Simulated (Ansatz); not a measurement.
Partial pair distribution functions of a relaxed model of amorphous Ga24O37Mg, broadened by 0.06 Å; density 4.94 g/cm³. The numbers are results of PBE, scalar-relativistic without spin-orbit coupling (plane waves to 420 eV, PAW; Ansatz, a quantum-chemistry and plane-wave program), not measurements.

Preparation: random packing, a CHGNet melt and quench, and a DFT relaxation. O atoms were pushed apart under 1.9 Å during the dynamics, to hinder bonds among them. The hot cell started wider than the set density and was brought back towards it in steps. It is the lowest in DFT energy of 2 quenches. It is a model cell: composition and starting density were chosen by hand, and all elements were melted together. No dispersion term was used. Its density started from a set value of 4.94 and ended at 4.94 g/cm³. Cooling (nominally 330 K/ps over its main leg) ran many orders faster than in experiment, which tends to leave more defects and strain. One small periodic cell is one sample of the glass; other quenches scatter about these values. The volume was held where the preparation left it and the shape relaxed, at a PBE pressure of 1.0 GPa. Stress components on the final sampling reach 1.1 GPa.

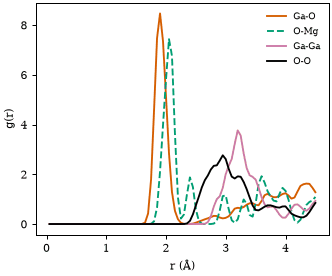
Figure. Partial pair distribution functions

Highest peaks under 4.5 Å: Ga-O near 1.90 Å, O-Mg near 2.05 Å, Ga-Ga near 3.20 Å, O-O near 2.95 Å; pairs of few atoms are noisy.

Within 2.28 Å each Ga has 4.46 O neighbours on average.
